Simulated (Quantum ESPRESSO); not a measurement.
Consider Ti6O (P-31m).

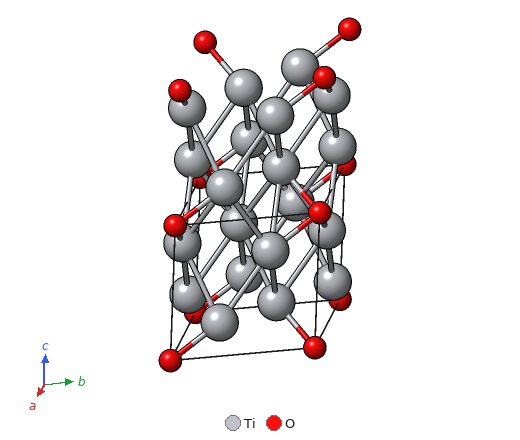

The structure (titanium light grey, oxygen red). 1×1×2 cells are drawn. Some periodic images of atoms are drawn too.

```
CELL_PARAMETERS angstrom
5.13000 0.00000 0.00000
-2.56500 4.44271 0.00000
0.00000 0.00000 4.74000
ATOMIC_POSITIONS crystal
Ti 0.33300 0.33300 0.75000
Ti 0.66700 0.00000 0.75000
Ti 0.00000 0.66700 0.75000
Ti 0.66700 0.66700 0.25000
Ti 0.00000 0.33300 0.25000
Ti 0.33300 0.00000 0.25000
O 0.00000 0.00000 0.00000
```

Absorber: atom 7, with 6 Ti at 2.08 Å (octahedral, site symmetry -3m). Method: Quantum ESPRESSO XSpectra, LDA, excited-electron core hole (neutral cell), 14-atom cell with 5.1 Å between holes, 7×7×3 k points, dipole transitions, Lorentzian half width 0.3 eV up to 4 eV, rising linearly to 2.5 eV at 25 eV.

Question: Where do the maxima of the O K edge fall?

Main maxima up to 24 eV above the zero (height): 1.9 eV (2.80), 3.1 eV (2.13) and 10.4 eV (1.01). A K edge sees empty p states; the first features are O p mixed into the empty d states of the Ti neighbours, and the broad ones above probably into the cations' higher empty bands. The total-energy difference is 535.92 eV. One term is added: -8.83 eV, since the hole is spin-paired here and a spin-polarised one costs that much less in the free atom (computed apart). The photon energy is then 527.09 eV. The functional leaves an error in such absolute values: in the free atom LDA prices this hole 4.1 eV below PBE (computed apart), and PBE is itself good to a few eV.

The O K spectrum (energy from the energy zero of the input (xe0, at the border of filled and empty states); intensity scaled to a mean of 1 over the first 20 eV; the points at xe0, where the cut of filled states can leave a spike, are interpolated; polarised curves are means over the symmetry-equivalent atoms):

```csv
E (eV),isotropic,ε ⊥ c,ε ∥ c
-2.0,0.06,0.07,0.06
-0.5,0.19,0.20,0.18
1.0,1.81,1.92,1.60
2.5,2.10,1.86,2.60
4.0,1.29,1.35,1.16
5.5,0.79,0.82,0.75
7.0,0.55,0.59,0.48
8.5,0.63,0.62,0.65
10.0,0.98,0.90,1.15
11.5,0.85,0.80,0.93
13.0,0.77,0.83,0.64
14.5,0.78,0.87,0.61
16.0,0.78,0.82,0.71
17.5,0.76,0.75,0.77
19.0,0.72,0.69,0.78
20.5,0.71,0.65,0.83
22.0,0.74,0.70,0.83
23.5,0.76,0.76,0.75
25.0,0.73,0.76,0.68
26.5,0.69,0.73,0.62
28.0,0.66,0.69,0.60
29.5,0.65,0.67,0.62
31.0,0.66,0.66,0.65
```

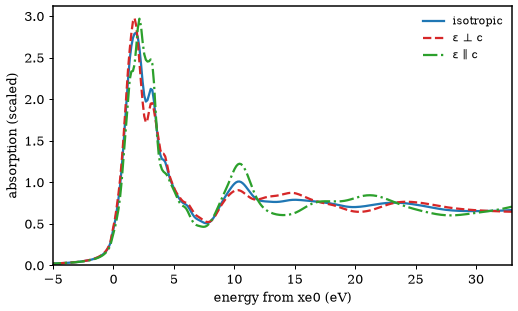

The O K edge.

The unit cell's mesh shows no gap over 0.35 eV. That is right for a metallic compound; for a small-gap or correlated insulator it would be the fault of the functional or of the assumed magnetic order, and the hole would be screened too well. The holes are only 5.1 Å apart, so the shape is probably not converged with cell size; no larger cell was run here. The structure is a published determination, not relaxed.

[Banner, clock and machine lines of the logs are left out without a mark of their own.]

[Logs are printed without paths, hosts, clocks, repeated set-up lines and the standing remarks that a program may print on its own settings, such as how far it seeks lower states.]

[Hosts, paths, dates, database ids (printed as entryN), source tags and the programs' standing remarks are cut or masked in the printed files.]

[Lists of maxima count a maximum above −3 eV only where it reaches 4 % of the highest in the window and stands out from its surroundings by 2 % of it (1.5 % where it reaches 55 %); shoulders and weaker maxima are passed over, and of the rest the first, up to two pre-edge ones and the few strongest are named.]
